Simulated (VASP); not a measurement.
Band structure of TiS$_{2}$. Computed with PBEsol GGA, VASP's PBE PAW potentials (set 64) (plane waves; VASP).

The cell holds a wide vacuum, so values per volume refer to the whole cell.

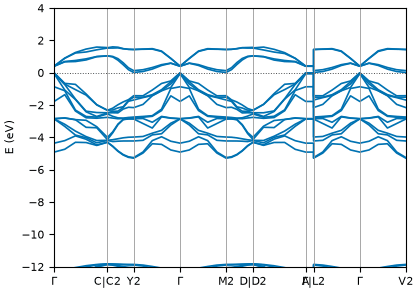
Figure: Bands along high-symmetry lines, zero at the valence-band maximum or, without a gap, the Fermi level

**Question.** Read the plot: is there a gap, and where are the band edges?

**Answer.** It has no gap at this level: it comes out as a metal or semimetal.

The cell is a sheet with vacuum, built from a database entry that may be metastable or hypothetical.
